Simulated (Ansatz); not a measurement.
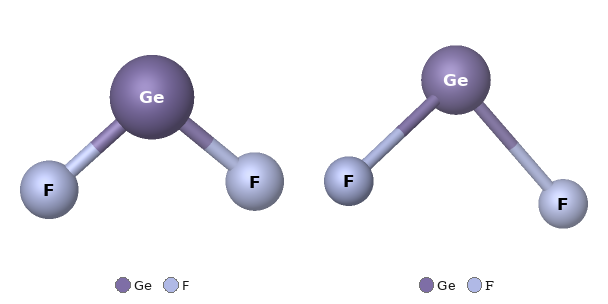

Both panels show the same species.

Computed geometry: PBE0-D4/def2-TZVP optimisation.

What does the picture show?

Formula GeF₂. The point group is C2v. Coordination: 1 Ge bent.

The parts below concern this one geometry. Atoms keep their numbers from picture to picture.

### Geometry

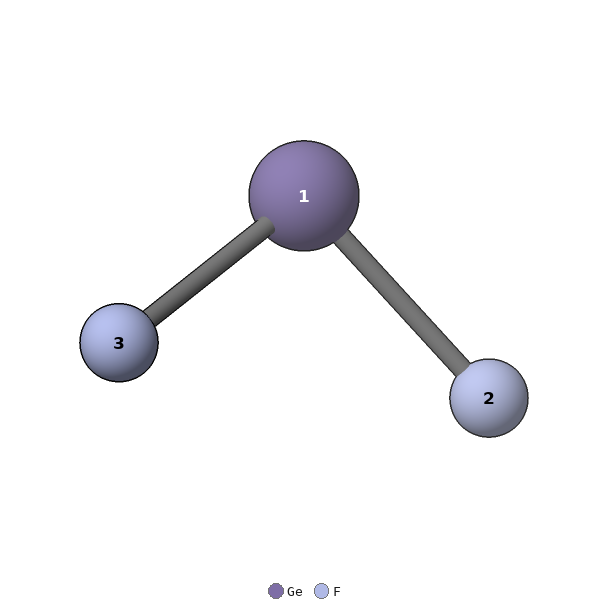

Atoms carry their numbers in the input.

List the bonds and their lengths.

```csv
bond,length (Å)
Ge1–F2,1.745
Ge1–F3,1.745
```

### Charges

The questions are on Mulliken charges. Method: RKS PBE0-D4/def2-TZVP (Ansatz 0.2.0).

Give the Mulliken charges atom by atom.

```tsv
atom	value (e)
Ge1	0.73
F2	−0.36
F3	−0.36
```

### Electronic properties

Level of theory: RKS PBE0-D4/def2-TZVPP (Ansatz 0.2.0).

What does the calculation give?

- HOMO energy (Kohn–Sham orbital): −8.94 eV
- LUMO energy (Kohn–Sham orbital): −2.58 eV
- HOMO–LUMO gap: 6.36 eV

### Vibrations

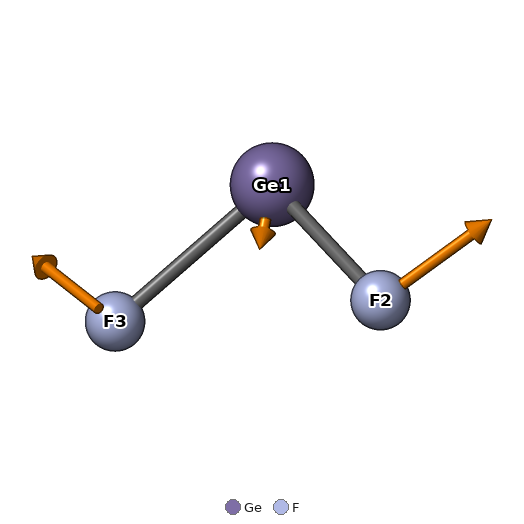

The arrows show one normal mode. Harmonic vibrations computed with RKS PBE0-D4/def2-TZVP (Ansatz 0.2.0) at a stationary point of the same level.

> Describe the motion.

Mostly F–Ge–F bending.

> At what wavenumber does it lie?

260 cm⁻¹; it is mode 1 of 3 counted from the lowest.

### Dipole moment

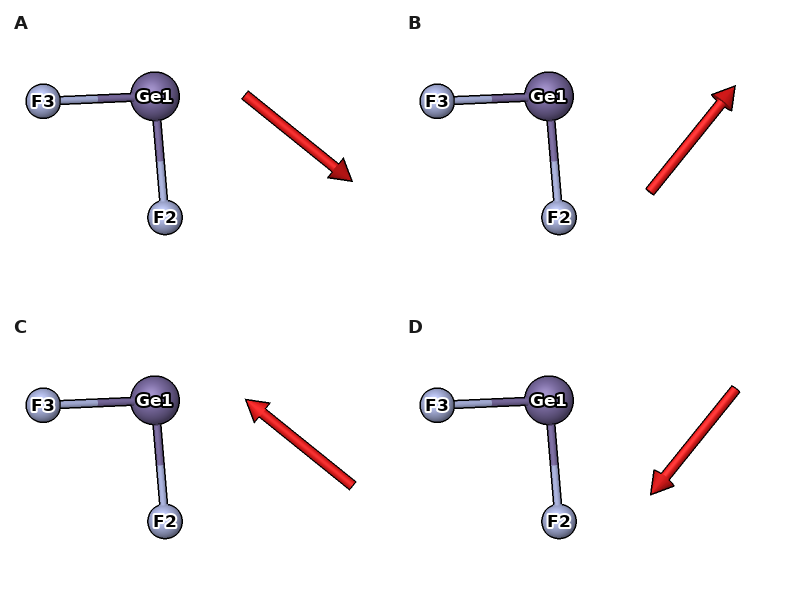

The same molecule four times, each with an arrow. Method: RKS PBE0-D4/def2-TZVP (Ansatz 0.2.0).

> Which arrow points along the dipole moment, from the negative to the positive end?

B. The dipole moment is 2.47 D; it points from the side of F2, F3 to the side of Ge1 (the outermost atoms at the two ends).

Mulliken values depend strongly on the basis set and can even reverse the polarity of a bond.
